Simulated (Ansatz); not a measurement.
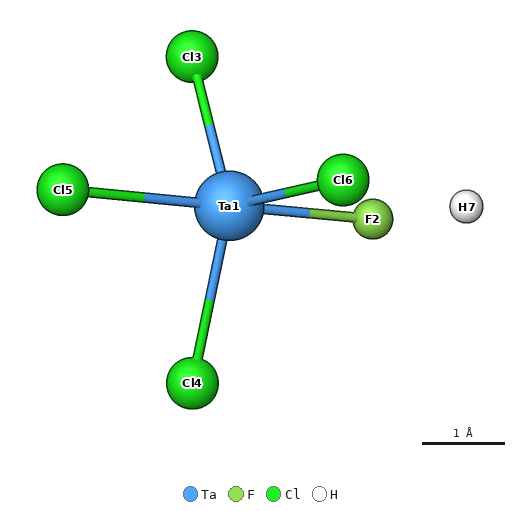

Figure 1. The structure (ball-and-stick view, seen at an oblique angle; atoms are numbered from 1 in the order of the input). Sticks mark near contacts. Bond lengths as drawn: Cl–Ta 2.30 to 2.33 Å and F–Ta 1.99 Å.

TaHCl4F: frequency calculation

The run: frequency calculation of TaHCl4F, multiplicity 2. Method and program: UKS PBE/def2-SVP (Ansatz 0.2.0).

It belongs to a series of runs on one base structure; here: vibrations at the highest image of the band. Figures and captions count atoms from 1; the log counts them from 0 in places.

Output:
```
Engine: ansatz 0.2.0, aarch64-unknown-linux-gnu
Functional definition: PBE
  parameter kappa = 0.804
  parameter beta = 0.06672455060314922
  exchange = pbe_x(kappa = kappa, mu = beta*pi^2/3)
  correlation = pbe_c(beta = beta)
1290 factors; their error is unknown
mean field evaluation 1: about -54339.3323 eV, gradient 2.2e1 eV
mean field evaluation 2: about -54317.8652 eV, gradient 8.1e1 eV
mean field evaluation 4: about -54340.1942 eV, gradient 1.2e1 eV
mean field evaluation 8: about -54341.2404 eV, gradient 2.1e-1 eV
mean field evaluation 16: about -54341.1598 eV, gradient 2.5e-3 eV
mean field evaluation 32: about -54338.5223 eV, gradient 3.3e0 eV
mean field -54341.15977328 eV, -1997.0007879071 hartree, gradient 1.2e-5 eV, S^2 0.757704; 4 other end points of the search recorded, 0 dependent functions left out
the calculation of the forces begins
reference -54341.15983545 eV, -1997.0007901917 hartree; 46, 45 occupied and 77, 78 virtual orbitals, 1290 factors
these checks for a lower state are left out or cut short: stability, starts, cluster_reference, orbital_swaps, neighbouring_geometries, increment
1290 factors; their error is unknown
mean field -54341.15956937 eV, -1997.0007804134 hartree, gradient 1.8e-6 eV, S^2 0.757679; 0 other end points of the search recorded, 0 dependent functions left out
[... from here on the field's lines of each further geometry are left out, up to the last ...]
the calculation of the forces begins
reference -54341.15982895 eV, -1997.0007899529 hartree; 46, 45 occupied and 77, 78 virtual orbitals, 1290 factors
these checks for a lower state are left out or cut short: stability, starts, cluster_reference, orbital_swaps, neighbouring_geometries, increment
1290 factors; their error is unknown
mean field evaluation 320: about -54341.1598 eV, gradient 8.0e-6 eV
mean field -54341.15977643 eV, -1997.0007880228 hartree, gradient 1.4e-6 eV, S^2 0.757704; 0 other end points of the search recorded, 0 dependent functions left out
the calculation of the forces begins
reference -54341.15983860 eV, -1997.0007903074 hartree; 46, 45 occupied and 77, 78 virtual orbitals, 1290 factors
WARN: phonons: modes at or below zero, which the zero-point energy, F, S and C_V leave out: 1, the lowest at -990.09 cm⁻¹. A minimum has none, and a first-order saddle one
Total energy: -54341.15983545 eV, -1997.0007901917 hartree
Atom 0 at     0.118169     0.299588    -0.001363 Å, force    -0.045539     0.023905    -0.004436 eV/Å
Atom 1 at     2.043663    -0.218943     0.002863 Å, force     0.039726    -0.019648     0.005328 eV/Å
Atom 2 at     0.481761     1.340293     2.020871 Å, force     0.004102    -0.003644     0.006115 eV/Å
Atom 3 at     0.493769     1.339302    -2.022243 Å, force    -0.003304    -0.003949    -0.002502 eV/Å
Atom 4 at    -2.146794     0.866327    -0.005837 Å, force    -0.000304    -0.000072    -0.003529 eV/Å
Atom 5 at    -0.145163    -1.986482    -0.001446 Å, force     0.005076    -0.000477     0.000954 eV/Å
Atom 6 at     2.264593    -1.640087     0.007155 Å, force     0.000244     0.003885    -0.001930 eV/Å
Dipole moment:     0.109845    -0.129189     0.000790 e Å
Vibrations: -990.09 68.00 74.71 124.48 125.20 153.70 163.19 184.10 357.75 379.83 393.51 394.37 396.98 513.03 598.25 cm⁻¹, zero-point energy 0.243449 eV
```

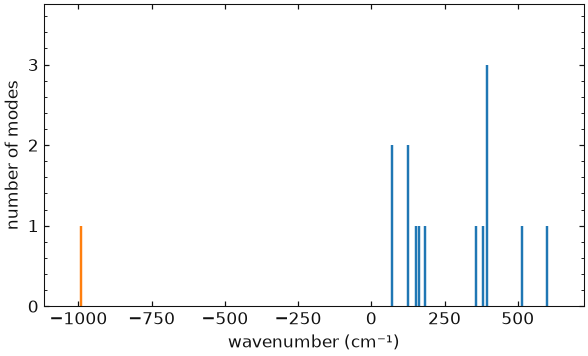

Figure 2. Harmonic vibrational wavenumbers from the force constants; neighbouring modes closer than 7 cm⁻¹ are counted in one stick, and imaginary ones are drawn at negative wavenumbers. 15 modes from 990i to 598 cm⁻¹, 1 imaginary beyond 8i (990i cm⁻¹): a first-order saddle point, if the geometry is stationary.

The run was set up as follows.

Input:
```yaml
crystal:
  periodic: [false, false, false]
  atoms:
    - { symbol: Ta, position_ang: [0.118169, 0.299588, -0.001363] }
    - { symbol: F, position_ang: [2.043663, -0.218943, 0.002863] }
    - { symbol: Cl, position_ang: [0.481761, 1.340293, 2.020871] }
    - { symbol: Cl, position_ang: [0.493769, 1.339302, -2.022243] }
    - { symbol: Cl, position_ang: [-2.146794, 0.866327, -0.005837] }
    - { symbol: Cl, position_ang: [-0.145163, -1.986482, -0.001446] }
    - { symbol: H, position_ang: [2.264593, -1.640087, 0.007155] }
magnetization:
  spin_polarized: true
  initial_magnetization: 1
basis:
  gaussian: { orbitals: def2-SVP }
hamiltonian:
  xc: pbe
phonons: {}
```

Command:
```bash
ansatz run input.yaml --threads 4 --pin off --max-ram 5120MiB --backend cpu --events-out ev --progress --plain --runs-dir out
```

Summary:

| quantity | value |
| --- | --- |
| outcome | converged |
| total energy | −54341.1598 eV |
| mean-field energy | −54341.1598 eV |
| ⟨S²⟩ | 0.758 |
| largest force (length of the vector) | 0.052 eV/Å |
| hardware | 4 threads of Arm Neoverse V1, 24 GiB of memory available, shared host |
| wall time | 83 s (CPU time 5.3 min) |
| peak memory | 0.27 GiB |
